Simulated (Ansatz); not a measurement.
# CH3Cl3Si: a dynamics run in two tries

Wanted: a short trajectory, and a check that the input is sound. SMILES of the start: C[Si](Cl)(Cl)Cl.

Method: RKS B3LYP-D4/6-31G*, in Ansatz 0.2.0.

**1. The structure to begin with**

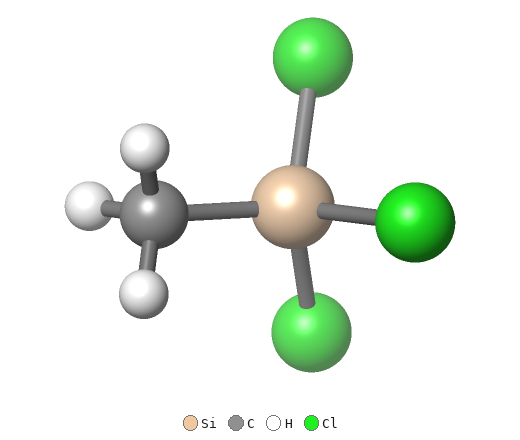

Start, viewed from a chosen angle; silicon light orange, carbon grey, hydrogen white, chlorine green.

Coordinates:

```xyz
8

Si    0.0004    0.0001    0.0081
C     0.0001   -0.0001    1.8656
H    -1.0257   -0.0639    2.2420
H     0.5681   -0.8566    2.2422
H     0.4576    0.9201    2.2424
Cl    1.9289    0.1282   -0.7121
Cl   -1.0746    1.6064   -0.7122
Cl   -0.8526   -1.7343   -0.7124
```

**2. First try**

Input file input.yaml:

```yaml
crystal:
  periodic: [false, false, false]
  atoms:
    - { symbol: Si, position_ang: [0.000448, 7.8e-05, 0.008134] }
    - { symbol: C, position_ang: [0.000109, -9.3e-05, 1.86558] }
    - { symbol: H, position_ang: [-1.0257, -0.063915, 2.242008] }
    - { symbol: H, position_ang: [0.568105, -0.856561, 2.242215] }
    - { symbol: H, position_ang: [0.457619, 0.92008, 2.242375] }
    - { symbol: Cl, position_ang: [1.928864, 0.128243, -0.712096] }
    - { symbol: Cl, position_ang: [-1.074597, 1.606426, -0.712199] }
    - { symbol: Cl, position_ang: [-0.852649, -1.734258, -0.712417] }
basis:
  gaussian: { orbitals: "6-31G*" }
hamiltonian:
  xc: b3lyp
  dispersion: d4
md:
  timestep: 0.5
  n_steps: 25
  ensemble: nve
  temperature: 200.0
  initial_velocities: maxwell_boltzmann
  seed: 787488
  masses: [{ species: H, mass: 2.014 }]
  friction: 0.01
```

On the command line:

```
$ ansatz run input.yaml --threads 2 --pin off --max-ram 3072MiB --backend cpu --events-out ev --progress --plain --runs-dir out
```

Log:

```text
Error: invalid value for `md.friction`: only applies to ensemble: nvt_langevin or npt_langevin — drop it or switch ensemble
```

It took 0.03 s on 2 threads of Arm Neoverse V1, shared host; peak memory 0.03 GiB.

**3. Reading the log**

Nothing was computed: the input was turned down at the start. The line that matters: «invalid value for `md.friction`: only applies to ensemble: nvt_langevin or npt_langevin — drop it or switch ensemble»

Friction belongs to the Langevin ensembles, and this run is at constant energy.

The cure: drop md.friction, or choose nvt_langevin.

**4. The mended input**

Changes to input.yaml since step 2:

```diff
@@ -18,3 +18,3 @@
   timestep: 0.5
-  n_steps: 25
+  n_steps: 250
   ensemble: nve
@@ -24,2 +24 @@
   masses: [{ species: H, mass: 2.014 }]
-  friction: 0.01
```

On the command line:

```
$ ansatz run input.yaml --threads 2 --pin off --max-ram 3072MiB --backend cpu --events-out ev --progress --plain --runs-dir out
```

Besides the cure, the cap on steps is lifted. From its log:

```text
md step     0: t =     0.00 fs  T =   200.0 K  F+E_penalty+E_count = -46536.37904710 eV  E_kin = 0.155112 eV  conserved = -46536.22393510 eV  (23 SCF iters)
md step     1: t =     0.50 fs  T =   196.7 K  F+E_penalty+E_count = -46536.37648757 eV  E_kin = 0.152566 eV  conserved = -46536.22392142 eV  (23 SCF iters)
md step     2: t =     1.00 fs  T =   187.6 K  F+E_penalty+E_count = -46536.36934949 eV  E_kin = 0.145494 eV  conserved = -46536.22385549 eV  (23 SCF iters)
[...]
md step   248: t =   124.00 fs  T =   133.2 K  F+E_penalty+E_count = -46536.32676657 eV  E_kin = 0.103293 eV  conserved = -46536.22347391 eV  (25 SCF iters)
md step   249: t =   124.50 fs  T =   125.4 K  F+E_penalty+E_count = -46536.32063005 eV  E_kin = 0.097230 eV  conserved = -46536.22340047 eV  (22 SCF iters)
md step   250: t =   125.00 fs  T =   122.1 K  F+E_penalty+E_count = -46536.31808889 eV  E_kin = 0.094709 eV  conserved = -46536.22338001 eV  (25 SCF iters)
```

Wall time 13 min (2 threads of Arm Neoverse V1, shared host); peak memory 0.23 GiB.

With the input mended the run goes through: 250 steps, ending at 122 K.

**5. Results**

| quantity | value |
| --- | --- |
| first try | refused |
| cause | friction belongs to the Langevin ensembles, and this run is at constant energy |

**Reading.** The fault in the first input was caught at the input check and cost nothing.
